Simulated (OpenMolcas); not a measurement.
## Run report: RuO4 (charge −2), single-point calculation (part 2 of 2)

Continued. System: RuO4, charge −2. Method: CASPT2/ANO-R1, sfX2C (OpenMolcas 26.06). The geometry is that of the parent species in another charge or spin state. The geometry comes from this level: GFN2-xTB.

Geometry of the input (Å):
```
Ru 0.0015  -0.0050  0.0080
O  0.0086  -0.0165  1.7835
O  1.6705  0.0150  -0.6096
O  -0.8415  1.4531  -0.5746
O  -0.8392  -1.4467  -0.6073
```

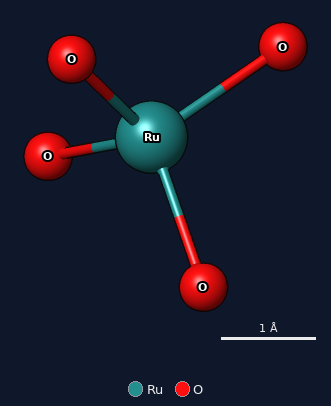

Figure 1. The structure (ball-and-stick view, seen at a tilt). Sticks mark near contacts.

**The program's output, continued**
```
       66   1   33    1  -827.44710372   -4.00E-08*  1.09E-03   29  45 1  2.52E-05   0.10   1.43    QN   YES    0:00:00
       67   1   32    1  -827.44710375   -3.42E-08* -9.30E-04   29  45 1  2.56E-05   0.10   1.43    QN   YES    0:00:00
       68   1   32    1  -827.44710378   -2.89E-08*  6.47E-04   40  45 1 -1.67E-05   0.10   1.30    QN   YES    0:00:00
       69   1   32    1  -827.44710380   -2.12E-08*  8.59E-04   27  44 1 -1.31E-05   0.10   1.41    QN   YES    0:00:00
       70   1   32    1  -827.44710382   -2.16E-08* -5.78E-04   27  53 1 -1.46E-05   0.10   1.20    QN   YES    0:00:00
       71   1   30    1  -827.44710384   -1.36E-08* -8.88E-04   29  45 1 -1.24E-05   0.10   1.74    QN   YES    0:00:00
       72   1   31    1  -827.44710385   -1.52E-08*  2.37E-04   27  53 1 -1.41E-05   0.10   1.03    QN   YES    0:00:00
       73   1   27    1  -827.44710386   -4.96E-09   3.55E-04   27  53 1  2.22E-05   0.10   2.50    LS   YES    0:00:00
      Convergence after 73 iterations
       74   1   27    1  -827.44710386    4.42E-10   3.55E-04   27  53 1  3.82E-05   0.10   2.50    LS   YES    0:00:00

      ************************************************************************************************************************
                                                      Wave function printout:
                       occupation of active orbitals, and spin coupling of open shells (u,d: Spin up or down)
      ************************************************************************************************************************

      Note: transformation to natural orbitals
      has been made, which may change the order of the CSFs.

      printout of CI-coefficients larger than  0.05 for root  1
      energy=   -4827.447104
      conf/sym  11111     Coeff  Weight
             4  22202  -0.94750 0.89775
            13  20222   0.31286 0.09788

      Natural orbitals and occupation numbers for root  1
      sym 1:   1.996699   1.804238   1.995350   0.204498   1.999215

      ************************************************************************************************************************
      *                                                    Final results                                                     *
      ************************************************************************************************************************

++    Final optimization conditions:
      ------------------------------

      Average CI energy                           -4827.44710386
      RASSCF energy for state  1                  -4827.44710386
      Super-CI energy                                -0.00000000
      RASSCF energy change                            0.00000000
      Max change in MO coefficients               2.757E-04
      Max non-diagonal density matrix element     3.551E-04
      Maximum BLB matrix element                  3.821E-05
      (orbital pair  27,  53 in symmetry   1)
      Norm of electronic gradient            1.387E-04
--

      Final state energy(ies):
      ------------------------

::    RASSCF root number  1 Total energy:  -4827.44710386
      Von Neumann Entropy (Root   1) =  0.47674

      Mulliken population analysis for root number:  1
      -----------------------------------------------

++    Molecular charges:
      ------------------

      Mulliken charges per centre
      ---------------------------

                RU1     O2      O3      O4      O5
      Total   42.7123  8.8852  8.8842  8.6352  8.8831

      N-E      1.2877 -0.8852 -0.8842 -0.6352 -0.8831

      Total electronic charge=   78.000000

      Total            charge=   -2.000000
--

      Expectation values of various properties for root number:  1
      -----------------------------------------------------------

++    Molecular properties:
      ---------------------

      Charge (e):
                      =   -2.0000
      Dipole Moment (debye):
      Origin of the operator (angstrom)=    0.0008   -0.0026    0.0041
                   X= -9.3216E-01               Y=  1.5677E+00               Z= -5.3871E-01           Total=  1.9018E+00
      Center of Charge (angstrom)
                     X=    0.09722681               Y=   -0.16383491               Z=    0.05710767
      Quadrupole Moment (debye*angstrom):
      Origin of the operator (angstrom)=    0.0008   -0.0026    0.0041
                  XX= -6.3713E+01              XY= -1.8268E+00              XZ=  5.8998E-01              YY= -6.1668E+01
                  YZ= -1.0180E+00              ZZ= -6.3896E+01
      In traceless form (debye*angstrom)
                  XX= -9.3069E-01              XY= -2.7402E+00              XZ=  8.8497E-01              YY=  2.1361E+00
                  YZ= -1.5270E+00              ZZ= -1.2054E+00
--

      LoProp population analysis for root number:  1
      -----------------------------------------------

++    LoProp analysis:
      ----------------

++    Static properties:
      ------------------

      LoProp Charges per center

                   RU1      O2       O3       O4       O5
      Nuclear     44.0000   8.0000   8.0000   8.0000   8.0000
      Electronic -42.2671  -9.0089  -9.0064  -8.7125  -9.0052

      Total        1.7329  -1.0089  -1.0064  -0.7125  -1.0052
--

      Natural Bond Order analysis for root number:  1

++    Natural Bond Order analysis
      ---------------------------
      Based on LoProp computed density
      -------------------------------------------------------------------------------------
      Atom A       Atom B       Bond Order
      -------------------------------------------------------------------------------------
      NBO located      0.981 non-bonded electrons on atom RU1
      NBO located      0.991 non-bonded electrons on atom RU1
      NBO located      0.993 non-bonded electrons on atom RU1
      NBO located      0.998 non-bonded electrons on atom RU1
      NBO located      0.999 non-bonded electrons on atom RU1
      NBO located      1.000 non-bonded electrons on atom RU1
      NBO located      1.000 non-bonded electrons on atom RU1
      NBO located      1.000 non-bonded electrons on atom RU1
      NBO located      1.000 non-bonded electrons on atom RU1
      NBO located      1.000 non-bonded electrons on atom RU1
      NBO located      1.000 non-bonded electrons on atom RU1
      NBO located      1.000 non-bonded electrons on atom RU1
      NBO located      1.000 non-bonded electrons on atom RU1
      NBO located      1.000 non-bonded electrons on atom RU1
      NBO located      1.000 non-bonded electrons on atom RU1
      NBO located      1.000 non-bonded electrons on atom RU1
      NBO located      1.000 non-bonded electrons on atom RU1
      NBO located      1.000 non-bonded electrons on atom RU1
      NBO located      1.000 non-bonded electrons on atom O2
      NBO located      0.939 non-bonded electrons on atom O2
      NBO located      1.000 non-bonded electrons on atom O3
      NBO located      0.930 non-bonded electrons on atom O3
      NBO located      1.000 non-bonded electrons on atom O4
      NBO located      1.000 non-bonded electrons on atom O5
      NBO located      0.952 non-bonded electrons on atom O5
      The remaining   15.365 electrons are to be considered as diffuse
--

--

      Average orbitals are written to the RASORB file
      Natural orbitals for root   1 are written to the RASORB.1 file
      Spin density orbitals for root   1 are written to the SPDORB.1 file

--- Stop Module: rasscf /rc=_RC_ALL_IS_WELL_ ---
--- Module rasscf spent 26 seconds ---

--- Start Module: caspt2 ---

                                              &CASPT2

                       available to each process: 1.9 GB of memory, 1 thread

++    Wave function specifications:
      -----------------------------

      Number of closed shell electrons          32
      Number of electrons in active shells       8
      Max number of holes in RAS1 space          0
      Max number of electrons in RAS3 space      0
      Number of inactive orbitals               16
      Number of active orbitals                  5
      Number of secondary orbitals              56
      Spin quantum number                      0.0
      State symmetry                             1
      Number of CSFs                            15
      Number of CASSCF root(s) available         1
      CASPT2 state passed to geometry opt.       1
      A file JOBMIX will be created
      This is a CASSCF or RASSCF reference function
--

++    Orbital specifications:
      -----------------------

      Symmetry species                           1
                                                 a
      Frozen orbitals                           19
      Inactive orbitals                         16
      Active orbitals                            5
      Secondary orbitals                        56
      Deleted orbitals                           0
      Number of basis functions                 96
--

++    CASPT2 specifications:
      ----------------------

      Type of calculation                        SS-CASPT2
      Fock operator                              state-specific
      IPEA shift                                 0.25
      Real shift                                 0.00
      Imaginary shift                            0.30
      The input orbitals will be transformed to quasi-canonical
--

--------------------------------------------------------------------------------
 Estimated memory requirements:
  POLY3 :                   251030
  RHS:                      707828
  SIGMA :                   760720
  PRPCTL:                        0
 Available workspace:    232484320

++ CASPT2 computation for group   1

********************************************************************************
 Multi-State initialization phase begins for group   1
--------------------------------------------------------------------------------
********************************************************************************
 Compute H0 matrices for state    1
--------------------------------------------------------------------------------
--------------------------------------------------------------------------------
 H0 matrices have been computed.

********************************************************************************
  CASPT2 EQUATION SOLUTION
--------------------------------------------------------------------------------

  Total nr of CASPT2 parameters:
   Before reduction:      820796
   After  reduction:      788748

 Variance of |WF0>:       4.9554098843

 The contributions to the second order correlation energy in atomic units.
-----------------------------------------------------------------------------------------------------------------------------
  IT.      VJTU        VJTI        ATVX        AIVX        VJAI        BVAT        BJAT        BJAI        TOTAL       RNORM
-----------------------------------------------------------------------------------------------------------------------------
   1    -0.000000   -0.000948   -0.022689   -0.089663   -0.041802   -0.052853   -0.323569   -0.758489   -1.290011    0.042462
   2    -0.000000   -0.001002   -0.023407   -0.091545   -0.042692   -0.053748   -0.326448   -0.761247   -1.300089    0.010746
   3    -0.000000   -0.001007   -0.023451   -0.091752   -0.042781   -0.053792   -0.326603   -0.761344   -1.300730    0.003175
   4    -0.000000   -0.001009   -0.023415   -0.091660   -0.042748   -0.053754   -0.326398   -0.761180   -1.300165    0.000754
   5    -0.000000   -0.001009   -0.023416   -0.091656   -0.042749   -0.053754   -0.326385   -0.761174   -1.300143    0.000243
   6    -0.000000   -0.001009   -0.023417   -0.091663   -0.042751   -0.053757   -0.326394   -0.761184   -1.300176    0.000065
   7    -0.000000   -0.001010   -0.023417   -0.091663   -0.042751   -0.053758   -0.326395   -0.761185   -1.300177    0.000020
   8    -0.000000   -0.001010   -0.023417   -0.091662   -0.042751   -0.053757   -0.326394   -0.761184   -1.300175    0.000006
   9    -0.000000   -0.001010   -0.023417   -0.091662   -0.042751   -0.053757   -0.326394   -0.761184   -1.300175    0.000002
-----------------------------------------------------------------------------------------------------------------------------

  FINAL CASPT2 RESULT:

      Reference energy:       -4827.4471038554
      E2 (Non-variational):      -1.3001748371
      Shift correction:          -0.0184979692
      E2 (Variational):          -1.3186728062
      Total energy:           -4828.7657766616
      Residual norm:              0.0000005127
      Reference weight:           0.69118

      Contributions to the CASPT2 correlation energy
      Active & Virtual Only:         -0.0771739465
      One Inactive Excited:          -0.4180564322
      Two Inactive Excited:          -0.8049444584

++ Denominators, etc.
--------------------------------------------------------------------------------------------------------------
 Report on small energy denominators, large coefficients, and large energy contributions.
CASE  SYMM ACTIVE-MIX  NON-ACTIVE INDICES          DENOMINATOR     RHS VALUE       COEFFICIENT     CONTRIBUTION
ATVX     1  Mu1.0005  Se1.043                       0.91307559     -0.02642674      0.02571242     -0.00067950
AIVX     1  Mu1.0002  In1.026 Se1.042               1.26460753      0.03430428     -0.02573953     -0.00088298
AIVX     1  Mu1.0006  In1.028 Se1.042               1.23197663     -0.07897466      0.06237014     -0.00492566
AIVX     1  Mu1.0007  In1.028 Se1.042               1.32692022      0.05870244     -0.04372529     -0.00256678
AIVX     1  Mu1.0002  In1.031 Se1.042               0.98208713     -0.03539481      0.03247898     -0.00114959
AIVX     1  Mu1.0006  In1.029 Se1.043               1.22838560      0.06701802     -0.05355588     -0.00358921
AIVX     1  Mu1.0007  In1.029 Se1.043               1.32332919     -0.05548127      0.04110229     -0.00228041
AIVX     1  Mu1.0006  In1.026 Se1.044               1.45665009     -0.03709991      0.02692162     -0.00099879
AIVX     1  Mu1.0007  In1.026 Se1.044               1.55159367      0.03738949     -0.02602469     -0.00097305
AIVX     1  Mu1.0006  In1.030 Se1.044               1.19994127     -0.04003926      0.03208592     -0.00128470
AIVX     1  Mu1.0002  In1.026 Se1.045               1.30202493     -0.03216528      0.02764870     -0.00088933
AIVX     1  Mu1.0002  In1.031 Se1.045               1.01950453      0.03335978     -0.02897365     -0.00096655
AIVX     1  Mu1.0004  In1.031 Se1.045               1.09018505     -0.03055069      0.02599538     -0.00079418
VJAIM    1  Mu1.0001  Se1.043 In1.035 In1.030       0.99364736     -0.02581809      0.02745827     -0.00070892
BJAIP    1  Se1.042 In1.028 Se1.042 In1.028         1.37510356      0.07075872     -0.04908747     -0.00347337
BJAIP    1  Se1.042 In1.028 Se1.043 In1.029         1.37151253     -0.05828181      0.04073562     -0.00237415
BJAIP    1  Se1.043 In1.029 Se1.043 In1.029         1.36792150      0.07831523     -0.05454222     -0.00427149
BJAIP    1  Se1.042 In1.028 Se1.044 In1.030         1.34306820      0.03647443     -0.02533310     -0.00092401
BJAIP    1  Se1.043 In1.029 Se1.044 In1.030         1.33947717     -0.05160217      0.03611954     -0.00186385
BJAIP    1  Se1.043 In1.030 Se1.043 In1.030         1.27692825      0.03828401     -0.03038252     -0.00116316
BJAIP    1  Se1.042 In1.033 Se1.042 In1.033         1.12612094      0.04617958     -0.03876408     -0.00179011
BJAIM    1  Se1.043 In1.026 Se1.043 In1.029         1.59618598      0.04115292     -0.02909490     -0.00119734
BJAIM    1  Se1.042 In1.028 Se1.042 In1.029         1.37151253     -0.08472434      0.05899103     -0.00499798
BJAIM    1  Se1.042 In1.028 Se1.043 In1.030         1.34306820      0.03695915     -0.02523841     -0.00093279
BJAIM    1  Se1.043 In1.029 Se1.043 In1.030         1.33947717     -0.04521396      0.03059253     -0.00138321
BJAIM    1  Se1.042 In1.032 Se1.042 In1.033         1.14812952      0.03694907     -0.03109543     -0.00114895
BJAIM    1  Se1.042 In1.030 Se1.042 In1.035         1.15920350     -0.03415510      0.02917310     -0.00099641
BJAIM    1  Se1.043 In1.030 Se1.043 In1.035         1.18246277     -0.04117916      0.03415895     -0.00140664
BJAIM    1  Se1.043 In1.030 Se1.045 In1.035         1.20824404      0.03386135     -0.02787133     -0.00094376
--

   (Skipping property calculation,
    use PROP keyword to activate)
--

  Total CASPT2 energies:
::    CASPT2 Root  1     Total energy:  -4828.76577666

  A NEW JOBIPH FILE NAMED 'JOBMIX' IS PREPARED.
********************************************************************************
--- Stop Module: caspt2 /rc=_RC_ALL_IS_WELL_ ---
--- Module caspt2 spent 2 seconds ---

.##################.
.# Happy landing! #.
.##################.

    Timing: Wall=39.39 User=36.96 System=2.23
```

**Summary**

```json
{"quantity": "outcome", "value": "converged"}
{"quantity": "total energy", "value": "−4828.765777 hartree"}
{"quantity": "CASSCF energy", "value": "−4827.447104 hartree"}
{"quantity": "basis functions", "value": "96"}
{"quantity": "hardware", "value": "1 thread of Arm Neoverse V2, 24 GiB of memory available, shared host"}
{"quantity": "wall time", "value": "40 s"}
{"quantity": "peak memory", "value": "0.28 GiB"}
```

**Remarks**

The run takes a singlet; with an open-shell metal another spin state may lie lower.
